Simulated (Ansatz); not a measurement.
## Geometry relaxation of Si12C12F4 (part 2 of 2)

The same run, continued: Si12C12F4 (slab, 28 atoms in the cell); DFT, PBEsol, PAW, plane waves (Ansatz 0.2.0); cutoff 420 eV, 6×4×1 k-mesh, Fermi–Dirac smearing of 0.01 eV. The structure is a generated slab.

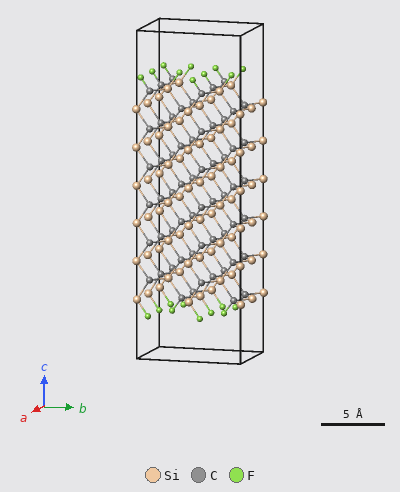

Figure 1. The starting structure (ball-and-stick view of the 2 × 2 repeat of the cell, with the vacuum cut short, seen slightly off an axis).

Output, continued:
```
--- Forces (eV/Å), atoms counted from 1 ---
  atom   1  Si    -0.00102769     0.00013616     0.00017591
  atom   2  Si     0.00068642     0.00047650     0.00079161
  atom   3  Si    -0.01063869    -0.01121376    -0.00400817
  atom   4  Si    -0.00092973    -0.00053609     0.00455118
  atom   5  Si     0.00018393     0.00072395     0.00097499
  atom   6  Si     0.00201618     0.00162551     0.00106237
  atom   7  Si     0.01335083     0.01339547    -0.00524358
  atom   8  Si    -0.00021772     0.00071057     0.00170390
  atom   9  Si     0.00145196     0.00092979    -0.00091027
  atom  10  Si    -0.00202910    -0.00109763     0.00206408
  atom  11  Si     0.00005753     0.00027865     0.00070784
  atom  12  Si     0.00108842     0.00089526     0.00238813
  atom  13  C      0.01069983     0.01116606     0.02745277
  atom  14  C      0.00017432    -0.00070837    -0.00038605
  atom  15  C     -0.00044985    -0.00001871    -0.00065209
  atom  16  C      0.00007062    -0.00081643    -0.00119944
  atom  17  C     -0.00072677    -0.00088068    -0.00001936
  atom  18  C     -0.00335833    -0.00322634    -0.00336202
  atom  19  C      0.00384564     0.00335287    -0.00473062
  atom  20  C      0.00041486    -0.00020681    -0.00022683
  atom  21  C     -0.00026528     0.00016429    -0.00009206
  atom  22  C     -0.00051211    -0.00156035    -0.00135538
  atom  23  C     -0.00041207    -0.00033589    -0.00020401
  atom  24  C     -0.01031380    -0.01004830     0.02220220
  atom  25  F      0.00094787     0.00063871    -0.00001527
  atom  26  F     -0.02251170    -0.02293205    -0.02242870
  atom  27  F     -0.00117071    -0.00078869     0.00015721
  atom  28  F      0.01958820     0.01988292    -0.01929844
  max |Σ_I F_I| component: 9.99e-5 eV/Å
--- Band table (eV; the first three rows and the last of 14) ---
  k-point 0: bands = ["-21.3530", "-21.3503", "-20.3130", "-20.3114", "-12.6820", "-12.4242", "-11.9883", "-11.3907", "-10.6655", "-9.8691", "-9.0445", "-8.3127", "-7.8378", "-7.6803", "-7.6503", "-7.6426", "-5.1341", "-5.0073", "-4.8103", "-4.5776", "-4.3614", "-4.1756", "-3.8814", "-3.3980", "-3.2079", "-3.0794", "-2.8756", "-2.7378", "-2.4407", "-2.3951", "-2.0075", "-2.0057", "-1.9881", "-1.7408", "-1.4490", "-1.0455", "-0.9083", "-0.6258", "-0.4769", "-0.3740", "-0.3425", "-0.3343", "-0.2490", "-0.1861", "0.0968", "0.1649", "0.5326", "0.5489", "1.0526", "1.2095", "1.2534", "1.5366", "1.7776", "1.9837", "2.0624", "2.3124", "2.3373", "2.4965", "2.5503", "2.6407", "3.0325", "3.0329", "4.2467", "4.8868", "5.5595", "6.2663", "6.6350", "6.7513", "7.0241", "7.6030", "7.7855", "8.5107", "8.5930", "9.0119", "9.1664", "9.2214", "9.5801", "9.5818", "9.8043", "9.8863", "9.9059", "9.9289", "9.9677", "10.1382", "10.1601", "10.4050", "10.4542", "10.4553", "10.7138", "10.7421"]
  k-point 1: bands = ["-21.2939", "-21.2912", "-20.3823", "-20.3808", "-12.2756", "-12.0238", "-11.5992", "-11.0215", "-10.3334", "-9.6135", "-9.2379", "-9.0854", "-8.9399", "-8.8208", "-8.5104", "-8.4945", "-5.2815", "-5.2163", "-4.9244", "-4.7322", "-4.4185", "-4.1198", "-3.8172", "-3.4659", "-3.2933", "-2.6459", "-2.4502", "-2.4418", "-2.2625", "-1.9514", "-1.8678", "-1.8658", "-1.2162", "-1.1083", "-1.0220", "-0.6836", "-0.5815", "-0.5223", "-0.5165", "-0.5150", "-0.2347", "-0.1508", "0.0233", "0.0492", "0.3695", "0.4333", "0.7748", "0.8689", "1.2053", "1.2112", "1.4970", "1.5766", "1.7518", "1.8475", "1.9600", "2.0073", "2.0125", "2.0303", "2.2205", "2.2559", "2.8342", "2.8344", "4.9086", "5.4822", "6.1155", "6.7208", "6.9451", "7.1115", "7.5392", "7.9302", "8.1205", "8.5003", "8.5491", "8.6101", "8.6985", "8.9692", "9.0608", "9.4717", "9.8417", "9.8477", "9.9644", "9.9999", "10.2574", "10.3323", "10.3370", "10.3405", "10.4016", "10.5254", "10.6578", "10.6864"]
  k-point 2: bands = ["-21.2244", "-21.2215", "-20.4620", "-20.4607", "-11.0852", "-11.0851", "-10.8559", "-10.8558", "-10.4761", "-10.4761", "-9.9818", "-9.9818", "-9.4634", "-9.4632", "-8.9637", "-8.9631", "-5.6968", "-5.6966", "-5.1084", "-5.1082", "-4.4193", "-4.4190", "-3.6511", "-3.6510", "-2.7452", "-2.7451", "-2.0710", "-2.0695", "-1.7395", "-1.7392", "-1.6790", "-1.6768", "-1.1723", "-1.1717", "-0.7462", "-0.7449", "-0.5185", "-0.5180", "0.1332", "0.1340", "0.7581", "0.7582", "0.7986", "0.7986", "0.8963", "0.8964", "1.0124", "1.0125", "1.1066", "1.1066", "1.2803", "1.2804", "1.3418", "1.3419", "1.5089", "1.5093", "1.5318", "1.5321", "2.0783", "2.0792", "2.6936", "2.6937", "6.6456", "6.6460", "7.0007", "7.0013", "7.4802", "7.4806", "7.8818", "7.8820", "8.1231", "8.1239", "8.2369", "8.2379", "8.8270", "8.8276", "9.2248", "9.2251", "9.6165", "9.6173", "9.7362", "9.7366", "9.9061", "9.9065", "9.9945", "9.9948", "10.5235", "10.5238", "10.6585", "10.6587"]
  k-point 13: bands = ["-21.1032", "-21.1002", "-20.3459", "-20.3445", "-9.0951", "-9.0950", "-8.8931", "-8.8931", "-8.5663", "-8.5662", "-8.1571", "-8.1570", "-7.7583", "-7.7582", "-7.5123", "-7.5118", "-5.8890", "-5.8889", "-5.7309", "-5.7309", "-5.4653", "-5.4653", "-5.1250", "-5.1249", "-4.7583", "-4.7582", "-4.4726", "-4.4724", "-3.3677", "-3.3666", "-3.0265", "-3.0263", "-2.9283", "-2.9276", "-2.5109", "-2.5105", "-1.9525", "-1.9523", "-1.8901", "-1.8900", "-1.0942", "-1.0942", "-0.9783", "-0.9782", "-0.5826", "-0.5806", "-0.3322", "-0.3313", "-0.0362", "-0.0362", "0.1748", "0.1753", "0.7393", "0.7394", "1.0685", "1.0686", "1.3459", "1.3460", "1.6607", "1.6610", "1.9464", "1.9469", "7.3242", "7.3250", "7.7414", "7.7416", "7.7880", "7.7882", "7.9950", "7.9958", "8.1444", "8.1444", "8.3982", "8.3983", "9.4836", "9.4838", "9.5937", "9.5939", "9.9493", "9.9494", "10.0226", "10.0228", "10.4437", "10.4439", "10.5764", "10.5766", "10.9584", "10.9586", "11.2120", "11.2120"]
--- Relaxed structure (5 steps of the walk, 5 accepted, 0 SCFs on fresh bases) ---
  F+E_penalty+E_count = -13624.53071326 eV   max|allowed force component| = 2.745e-2 eV/Å
  atoms:
    - { symbol: Si, position: [-0.001124561128523549, 1.007099794784319, 0.6184931731139862] }
    - { symbol: Si, position: [0.9987961066187132, 0.007078873289462198, 0.42869102132562775] }
    - { symbol: Si, position: [-0.001255837143770533, 0.0027420565975874688, 0.23865137950705978] }
    - { symbol: Si, position: [0.99889596957104, 1.0045222809452143, 0.712628298627984] }
    - { symbol: Si, position: [0.9988353529731926, 1.0071054795192969, 0.5236812061140554] }
    - { symbol: Si, position: [0.9987696139824263, 1.0062531868805416, 0.3334942207458843] }
    - { symbol: Si, position: [0.4989137658559186, 0.5025812814422763, 0.7613896684248407] }
    - { symbol: Si, position: [0.4988566636858902, 0.5070079358026242, 0.5713431773066499] }
    - { symbol: Si, position: [0.4987799781582525, 0.5072005859165006, 0.3815405169811172] }
    - { symbol: Si, position: [0.49888751810171517, 0.5061263894981392, 0.666540918450115] }
    - { symbol: Si, position: [0.49881719761403076, 0.5071299020887942, 0.47635257120837676] }
    - { symbol: Si, position: [0.4987587902255648, 0.504684797323872, 0.2874027858761547] }
    - { symbol: C, position: [0.9989154360071657, 0.2632157040244306, 0.7587776472403753] }
    - { symbol: C, position: [0.998845643510621, 0.25709768345947664, 0.5711049742575002] }
    - { symbol: C, position: [-0.0012140464048666644, 0.25712788362687317, 0.3810789371262807] }
    - { symbol: C, position: [0.99887643282741, 0.25758470286419644, 0.6657507055372969] }
    - { symbol: C, position: [0.9988149417393353, 0.25714499735925195, 0.47618717896792245] }
    - { symbol: C, position: [-0.0012389361444309355, 0.25651199656704177, 0.285593825810031] }
    - { symbol: C, position: [0.4988898077360133, 0.7563707126811883, 0.7144443141560446] }
    - { symbol: C, position: [0.4988284043631892, 0.7571237756601331, 0.5238474341287797] }
    - { symbol: C, position: [0.49877466609068044, 0.7576994333691149, 0.334282511463696] }
    - { symbol: C, position: [0.49886196437173247, 0.7570374696945488, 0.618954703898793] }
    - { symbol: C, position: [0.4987979307302943, 0.7571599005045972, 0.42892920036888466] }
    - { symbol: C, position: [0.4987491855697741, 0.7634028970827657, 0.2412526393186128] }
    - { symbol: F, position: [-0.0012691266974769189, 0.13149549114285147, 0.19303866490072258] }
    - { symbol: F, position: [-0.0011236857648970755, 0.07583250241170211, 0.7942779978849606] }
    - { symbol: F, position: [0.4989319421677636, 0.6312571982026438, 0.807006089512093] }
    - { symbol: F, position: [0.49877388138324297, 0.5760750872605584, 0.20574223774615688] }
--- Löwdin populations: 28 sites ---
  site symbol       q [e]
     0     Si      2.9625
     1     Si      2.9633
     2     Si      2.6524
     3     Si      2.9683
     4     Si      2.9628
     5     Si      2.9584
     6     Si      2.6525
     7     Si      2.9633
     8     Si      2.9625
     9     Si      2.9584
    10     Si      2.9628
    11     Si      2.9683
    12      C      4.4684
    13      C      4.9615
    14      C      4.9584
    15      C      4.9664
    16      C      4.9602
    17      C      4.9884
    18      C      4.9884
    19      C      4.9602
    20      C      4.9664
    21      C      4.9584
    22      C      4.9615
    23      C      4.4684
    24      F      7.4044
    25      F      7.2256
    26      F      7.4044
    27      F      7.2256
  spilling = 0.009659 (of n_electrons = 124.000000)
```

The run was set up as follows.

Input file:
```yaml
crystal:
  lattice:
    - [2.178427, -2.178427, 0.000000]
    - [0.000000, 0.000000, 4.356853]
    - [-22.941501, -22.941501, 0.000000]
  atoms:
    - { symbol: Si, position: [0.001639, 0.994296, 0.618240] }
    - { symbol: Si, position: [0.992449, 0.003509, 0.428886] }
    - { symbol: Si, position: [0.006906, 0.009123, 0.237826] }
    - { symbol: Si, position: [0.998704, 0.993313, 0.714084] }
    - { symbol: Si, position: [0.980678, 0.997307, 0.522339] }
    - { symbol: Si, position: [0.996072, 0.996374, 0.333919] }
    - { symbol: Si, position: [0.510144, 0.490235, 0.761028] }
    - { symbol: Si, position: [0.498168, 0.503418, 0.571051] }
    - { symbol: Si, position: [0.500765, 0.503425, 0.380794] }
    - { symbol: Si, position: [0.507296, 0.499031, 0.665706] }
    - { symbol: Si, position: [0.499094, 0.498022, 0.475612] }
    - { symbol: Si, position: [0.503911, 0.504229, 0.287148] }
    - { symbol: C, position: [0.993416, 0.251073, 0.761228] }
    - { symbol: C, position: [0.991777, 0.253268, 0.571223] }
    - { symbol: C, position: [0.004714, 0.252117, 0.381440] }
    - { symbol: C, position: [0.995916, 0.248522, 0.666098] }
    - { symbol: C, position: [0.994100, 0.246692, 0.476549] }
    - { symbol: C, position: [0.007426, 0.248711, 0.287962] }
    - { symbol: C, position: [0.491987, 0.750367, 0.712802] }
    - { symbol: C, position: [0.482926, 0.747179, 0.523457] }
    - { symbol: C, position: [0.500556, 0.748049, 0.334283] }
    - { symbol: C, position: [0.500915, 0.745200, 0.619174] }
    - { symbol: C, position: [0.491842, 0.748569, 0.429855] }
    - { symbol: C, position: [0.494427, 0.758010, 0.238972] }
    - { symbol: F, position: [0.002468, 0.217369, 0.197207] }
    - { symbol: F, position: [0.016484, 0.083766, 0.794303] }
    - { symbol: F, position: [0.496891, 0.716877, 0.803105] }
    - { symbol: F, position: [0.505474, 0.573619, 0.206187] }
kpoints:
  mp_grid: { grid: [6, 4, 1] }
hamiltonian:
  xc: pbesol
scf:
  occupations: { method: fermi_dirac, width: 0.01 }
relax:
  f_tol: 0.03
  max_steps: 80
  escape_saddle: false
  adjacent_minimum: "off"
output:
  forces: true
  eigenvalues: true
  populations: true
```

Command:
```bash
ansatz run in.yaml --threads 7 --pin off --max-ram 26600MiB --runs-dir r --events-out ev --progress --plain
```

Key numbers:

| quantity | value |
| --- | --- |
| outcome | converged |
| electrons treated | 124 |
| free energy | −13624.5307 eV |
| Fermi energy | 3.611 eV |
| largest force (length of the vector) at the end | 0.039 eV/Å |
| hardware | 7 threads of Arm Neoverse-V2, 28 GiB of memory available, shared host |
| wall time | 83 s (CPU time 6.5 min) |
| peak memory | 1.9 GiB |
